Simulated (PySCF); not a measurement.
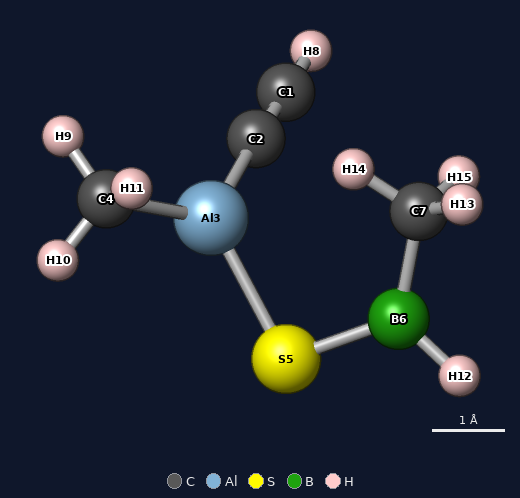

Fig. 1: The input geometry (ball-and-stick view, seen at a tilt; atoms are numbered from 1 in the order of the input). Sticks mark near contacts.

NMR shielding calculation, with input and output: C₄H₈AlBS

The run: NMR shielding calculation of C₄H₈AlBS, SMILES C#[C][Al]([CH3])[S]BC. Method and program: GIAO PBE0/pcSseg-1 NMR shielding, non-relativistic, gas phase (PySCF 2.14.0).

The geometry comes from this level: GFN2-xTB. It belongs to a series of runs on one base structure; here: H on Al replaced by CH3. Figures and captions count atoms from 1; the log counts them from 0 in places.

### What the program printed
```
coarse grid: 13640 points
cycle   1  E = -822.0618513419  dE =  4.416e-01  |g| = 5.642e-01  |ddm| = 3.563e+00
cycle   2  E = -822.0548966505  dE =  6.955e-03  |g| = 5.971e-01  |ddm| = 1.210e+00
cycle   3  E = -822.1485157417  dE = -9.362e-02  |g| = 8.893e-02  |ddm| = 5.679e-01
cycle   4  E = -822.1498534126  dE = -1.338e-03  |g| = 5.403e-02  |ddm| = 9.563e-02
cycle   5  E = -822.1505757760  dE = -7.224e-04  |g| = 1.069e-02  |ddm| = 4.225e-02
cycle   6  E = -822.1506075616  dE = -3.179e-05  |g| = 2.578e-03  |ddm| = 1.392e-02
cycle   7  E = -822.1506090364  dE = -1.475e-06  |g| = 5.572e-04  |ddm| = 3.279e-03
final grid: 122656 points
cycle   8  E = -822.1921027595  dE = -2.877e-05  |g| = 8.283e-03  |ddm| = 3.012e-02
cycle   9  E = -822.1920910859  dE =  1.167e-05  |g| = 1.045e-02  |ddm| = 1.744e-02
cycle  10  E = -822.1921207820  dE = -2.970e-05  |g| = 7.112e-04  |ddm| = 1.083e-02
cycle  11  E = -822.1921209388  dE = -1.567e-07  |g| = 2.081e-04  |ddm| = 1.190e-03
cycle  12  E = -822.1921209484  dE = -9.659e-09  |g| = 9.321e-05  |ddm| = 2.362e-04
cycle  13  E = -822.1921209502  dE = -1.814e-09  |g| = 4.528e-05  |ddm| = 9.246e-05
cycle  14  E = -822.1921209508  dE = -5.011e-10  |g| = 9.520e-06  |ddm| = 3.559e-05
```

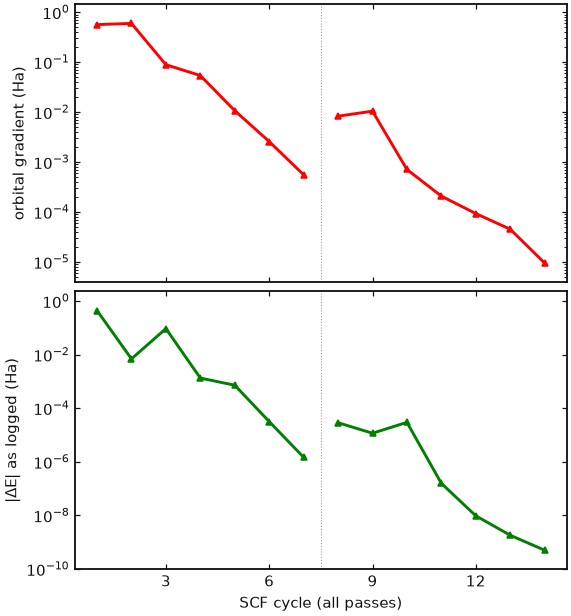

Fig. 2: Convergence of the self-consistent field: orbital gradient and size of the energy change against the SCF cycle. The dotted line marks the change from a coarse to the final integration grid. The first 7 cycles use a coarse grid, the final grid takes over at cycle 8, and the field converges after 14 cycles in all.

```
converged SCF energy = -822.1921209508

GIAO shielding tensors (ppm)
atom      isotropic    diamagn.    paramagn.     s11        s22        s33       span
  0 C       79.186     261.331    -182.145     -7.162     -0.829    245.550    252.712
  1 C       88.310     255.039    -166.728    -13.454     -7.147    285.532    298.985
  2 Al     341.116     798.103    -456.988    257.101    365.261    400.985    143.883
  3 C      190.138     251.322     -61.184    176.339    192.361    201.715     25.375
  4 S      442.119    1061.109    -618.990    193.423    481.874    651.060    457.636
  5 B       27.823     194.966    -167.143    -35.212     -4.489    123.169    158.381
  6 C      158.555     256.701     -98.146    147.194    156.959    171.512     24.318
  7 H       29.609      33.127      -3.518     24.486     24.777     39.564     15.078
  8 H       31.489      28.402       3.087     26.751     28.588     39.127     12.376
  9 H       31.280      28.609       2.671     26.976     28.644     38.221     11.245
 10 H       31.319      30.210       1.109     27.135     28.860     37.962     10.827
 11 H       24.472      29.264      -4.791     21.857     25.046     26.515      4.658
 12 H       29.725      30.271      -0.546     26.033     27.412     35.729      9.696
 13 H       31.809      36.076      -4.267     28.214     32.339     34.875      6.661
 14 H       29.851      31.544      -1.693     25.702     29.592     34.259      8.557
```

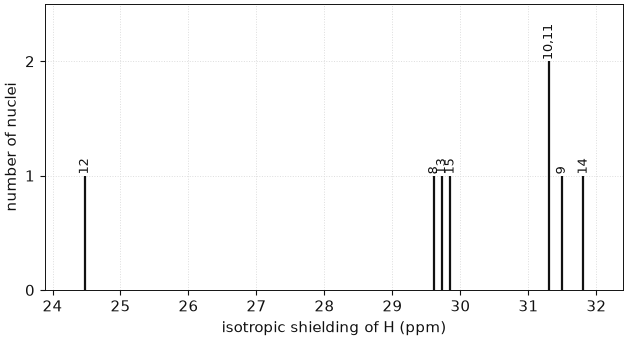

Fig. 3: Isotropic shieldings of the hydrogen nuclei in this fixed geometry, labelled by atom number; shielding grows to the right, so chemical shift grows to the left. The least shielded is H12 (24.5 ppm), the most shielded H14 (31.8 ppm).

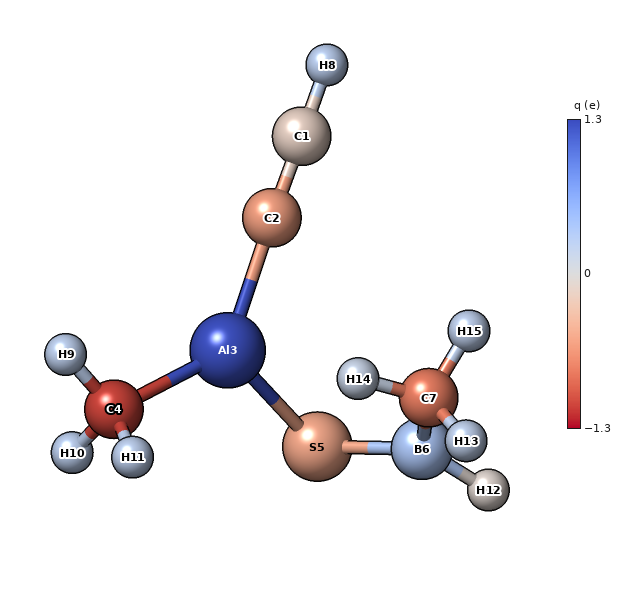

Fig. 4: ESP-fitted charges, as the colour of each atom (ball-and-stick view, seen on its broad side; atoms are numbered from 1 in the order of the input). By element: C −1.09 to −0.15, Al +1.26, S −0.53, B +0.38 and H −0.07 to +0.26 e.

The run was set up as follows.

### The input
```
{"job": {"kind": "nmr", "xc": "PBE0", "basis": "pcSseg-1"}, "charge": 0, "multiplicity": 1}
C      2.202148    -1.603015     1.810966
C      1.704210    -0.849442     1.003083
Al     0.876074     0.293968    -0.340122
C      1.152356     2.212273    -0.777076
S     -0.490058    -0.858008    -1.689517
B     -1.804267    -1.146668    -0.543556
C     -1.812696    -0.553448     0.921315
H      2.640638    -2.245422     2.524554
H      2.002385     2.627487    -0.226148
H      1.358891     2.357138    -1.845161
H      0.283189     2.839967    -0.545033
H     -2.691525    -1.816871    -0.912333
H     -2.790767    -0.178670     1.220921
H     -1.086433     0.263401     1.063574
H     -1.548560    -1.334700     1.636307
```

The first line tells a small driver script what to run in PySCF; the rest is the geometry in Å.

Run as:
```bash
OMP_NUM_THREADS=1 python <driver script> task.json out
```

### Results in brief

```csv
quantity,value
outcome,converged
total energy,−822.192121 hartree
HOMO,−7.66 eV
LUMO,−1.65 eV
dipole moment,2.41 D
"isotropic shielding, C",79.2 to 190.1 ppm
"isotropic shielding, Al",341.1 ppm
"isotropic shielding, S",442.1 ppm
"isotropic shielding, B",27.8 ppm
"isotropic shielding, H",24.5 to 31.8 ppm
hardware,"1 CPU thread, shared host"
wall time,39 s
peak memory,0.79 GiB
```
